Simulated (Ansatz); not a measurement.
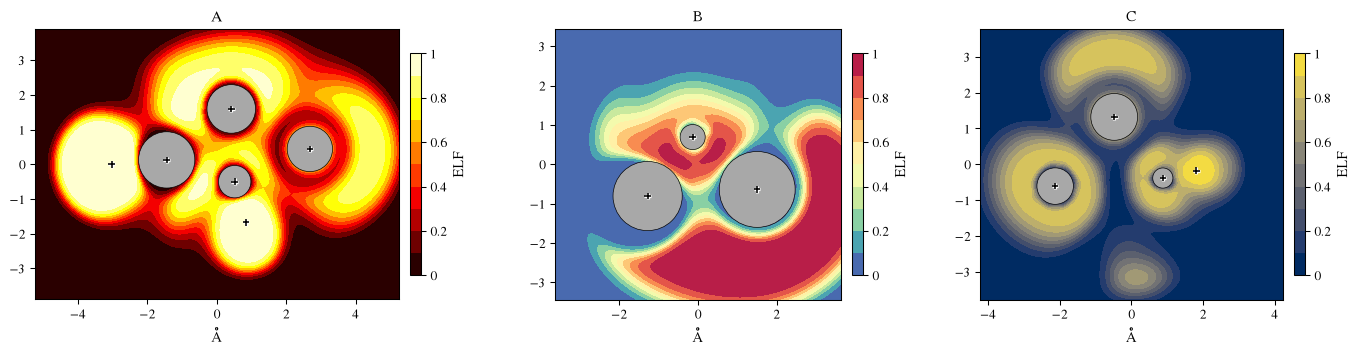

The electron localisation function of 3 systems, each on a plane through atoms (crosses mark nuclei in the plane; grey discs cover the cores).

All numbers below come from isolated molecule in a Gaussian basis; Kohn-Sham density functional theory, functional PBE0 (Ansatz).

System 1: AlBH₂SiSn, the molecular plane. Geometry: BLYP-D3(BJ)/def2-SVP; core potentials replace the inner electrons of Sn.

```xyz
6

Al   -0.5416    0.8477    0.0486
B    -1.8214   -0.6690   -0.4923
Si   -2.7384    0.5997    0.9043
Sn   -4.0141   -1.4012   -0.0051
H    -1.5289   -1.5376   -1.2891
H     0.7923    1.7075    0.0661
```

System 2: H₂LiMgN, the plane of atoms Li1, N3 and Mg2. Geometry: B3LYP/6-31G*.

```xyz
5

Li   -0.9430    0.2298    2.4912
Mg   -1.8407    1.2195    0.0426
N    -0.1269    0.2387    0.7917
H     0.7461    0.7704    0.6984
H     0.0660   -0.6742    0.3640
```

System 3: Cl₂GaHOSn, the plane of atoms Cl1, Sn5 and O4. Geometry: B3LYP-D3(BJ)/def2-SVP; core potentials replace the inner electrons of Sn.

```yaml
atoms:
  - { symbol: Cl, position_ang: [-0.5186, 1.4023, -1.6532] }
  - { symbol: Cl, position_ang: [2.1486, 0.3408, 0.4845] }
  - { symbol: Ga, position_ang: [-0.2309, -1.1690, -0.7040] }
  - { symbol: O, position_ang: [-0.9420, -0.0747, 0.9390] }
  - { symbol: Sn, position_ang: [0.1372, 1.8116, 0.7658] }
  - { symbol: H, position_ang: [-0.8633, -0.5251, 1.7945] }
```

Which map belongs to which system?

Answer. Panel A is system 1, AlBH₂SiSn: the plane holds Al, B, Si, Sn and H. Al–B (2.06 Å): the ELF peaks at about 0.90 between the atoms (a covalent bond). Panel B is system 2, H₂LiMgN: the plane holds Li, Mg and N. Li–N (1.89 Å): the ELF peaks at about 0.90 in the valence shell of N, 0.7 Å from its nucleus, and falls to about 0.15 next to Li (a largely ionic contact). Panel C is system 3, Cl₂GaHOSn: the plane holds Cl, O, Sn and H. Sn–O (2.18 Å): the ELF peaks at about 0.85 in the valence shell of O, 0.6 Å from its nucleus, and drops to about 0.15 between the two atoms.
